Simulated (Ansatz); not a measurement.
## Electronic structure of AlBrClF2H in real space

```tsv
atom	x (Å)	y (Å)	z (Å)
Al	-0.5275	-0.1629	-0.3822
Br	1.6556	-1.0187	0.2746
F	-0.5293	0.2493	-1.9657
F	-1.7200	-1.0891	0.2483
H	1.1513	0.4512	0.8920
Cl	-0.0301	1.5702	0.9331
```

A transition-state structure; geometry: PBE0-D4/def2-TZVP.

Theory: RKS PBE0-D4/def2-TZVPP (Ansatz).

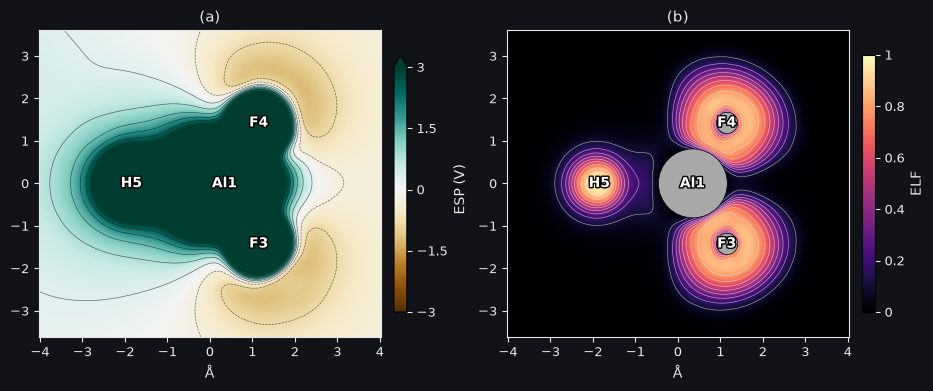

Figure 1. (a) molecular electrostatic potential; (b) ELF on the plane of atoms F3, Al1 and F4. Grey discs cover the atomic cores in the ELF map.

### What do the fields say about this system?

The section cuts through Al, F and H sites. Al–F (1.64 Å): the ELF peaks at about 0.85 in the valence shell of F, 0.6 Å from its nucleus, and is about 0.35 at the midpoint. The ELF also peaks beside F3 and F4, away from the bonds: lone-pair regions. Outside the dense part of the molecule the potential is most negative (−1.3 V) near F3 and F4.

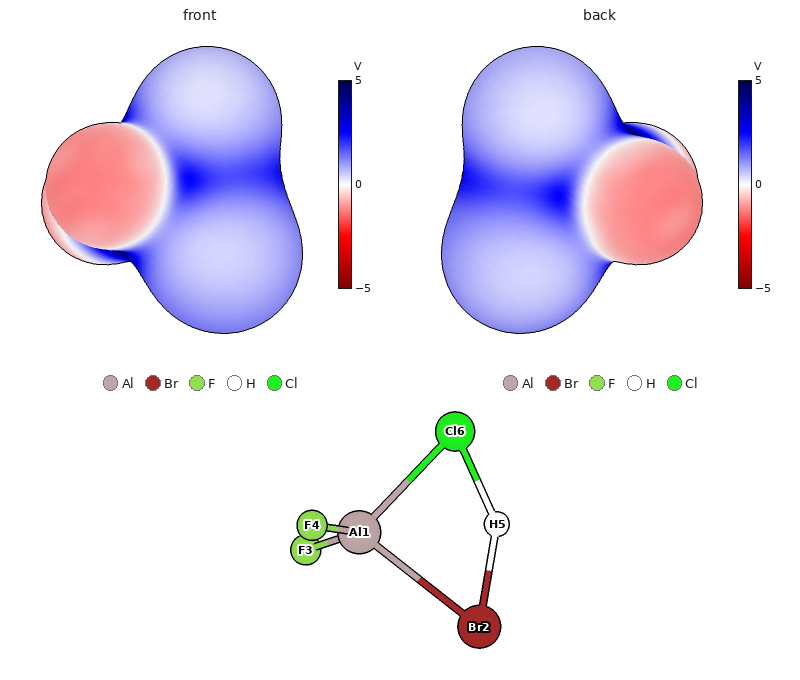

Figure 2. The electrostatic potential painted on the density surface at 0.004 e/bohr³, seen from the front and from behind; the colour scale runs from red (negative) to blue (positive). The bare structure is drawn below in the same view.

### Which sites attract a positive test charge, and which a negative one?

A positive charge is drawn to the negative regions and a negative charge to the positive ones. The most negative region (about −1.2 V, or −28 kcal/mol for a unit charge) lies over F3 and F4, the most positive (about +4.6 V, or +106 kcal/mol for a unit charge) over Al1.

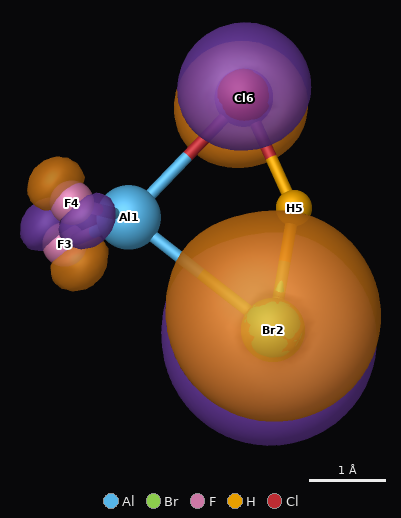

Figure 3. One frontier orbital at ±0.08 Å⁻³ᐟ² (orange and purple are the two phases), seen at a tilt.

### Which orbital is it: HOMO or LUMO?

The HOMO, at −9.70 eV. By Hirshfeld shares it lies mainly on Br2 (about 80 %) and Cl6 (about 10 %); largely a lone pair of Br2.
